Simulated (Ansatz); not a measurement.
# CH9NSi: what the fields show

```xyz
12

C    -0.6250   -0.3133   -1.8607
N     0.4844    0.5937   -1.5522
H    -1.0850   -0.8218   -0.9957
H    -0.2716   -1.0850   -2.5534
H    -1.4120    0.2488   -2.3762
H     1.2331    0.0896   -1.0803
H     0.1780    1.3214   -0.9092
Si    0.3001   -0.0075    2.2663
H     1.6237    0.5942    1.9586
H    -0.7761    0.9209    1.8319
H     0.1896   -0.2447    3.7291
H     0.1608   -1.2967    1.5420
```

At this geometry the atoms fall into two loosely joined parts.

Computed with RKS B3LYP/6-31G* in Ansatz.

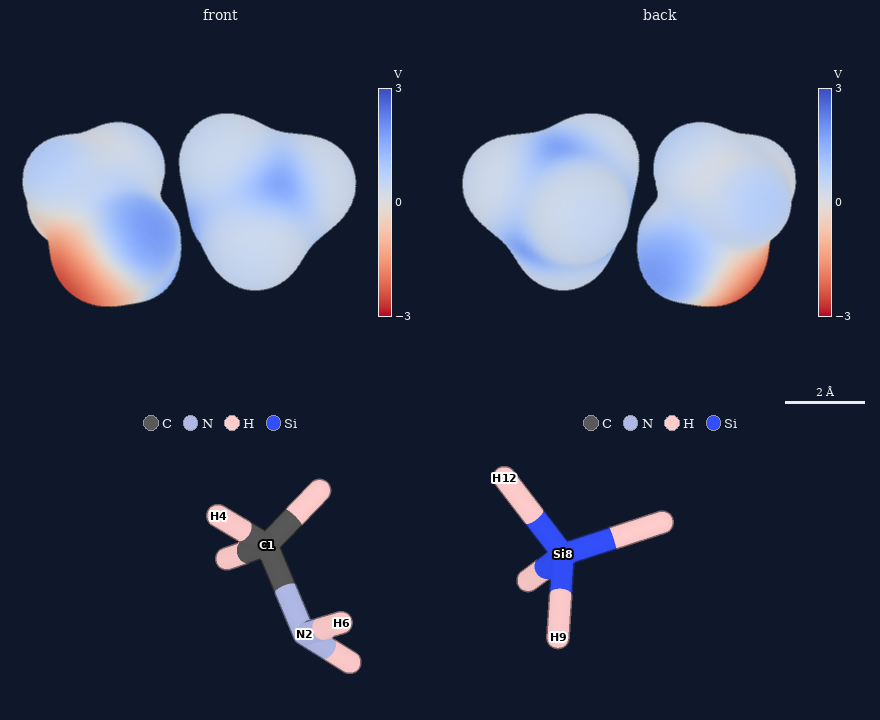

Figure 1. The molecular electrostatic potential painted on the density surface at 0.004 e/bohr³, seen from the front and from behind; the colour scale runs from red (negative) to blue (positive). The bare structure is drawn below in the same view.

Q: Describe the electrostatic potential map.

A: The most negative region (about −2.4 V, or −55 kcal/mol for a unit charge) lies over N2, the most positive (about +1.8 V, or +42 kcal/mol for a unit charge) over H6 and H7. N2 is the likeliest acceptor of a hydrogen bond.

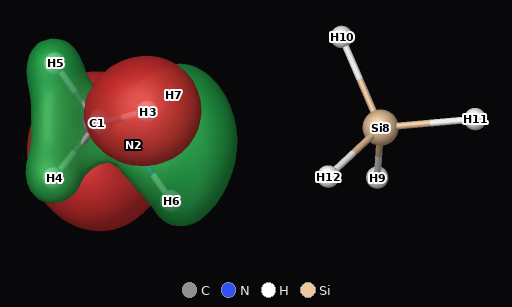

Figure 2. The HOMO at ±0.1 Å⁻³ᐟ² (green and red are the two phases), seen from one side.

Q: Where does this orbital lie, and at what energy?

A: By Hirshfeld shares it lies mainly on N2 (about 70 %), C1 (about 10 %) and H3 (about 5 %); largely a lone pair of N2. Its energy is −6.29 eV.

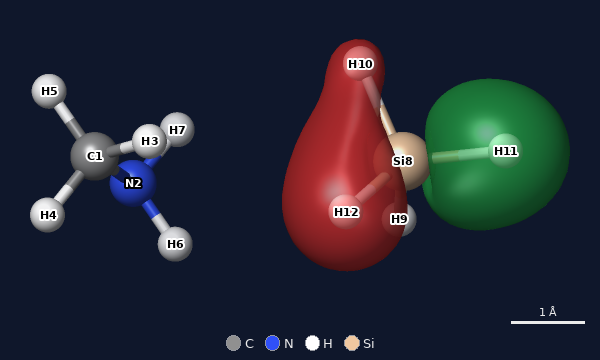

Figure 3. The HOMO−1 at ±0.15 Å⁻³ᐟ² (green and red are the two phases), seen from one side.

Q: Where does this orbital lie, and at what energy?

A: Its weight (Hirshfeld) is mainly on Si8 (about 45 %), H11 (about 30 %) and H12 (about 20 %). Its energy is −9.73 eV.
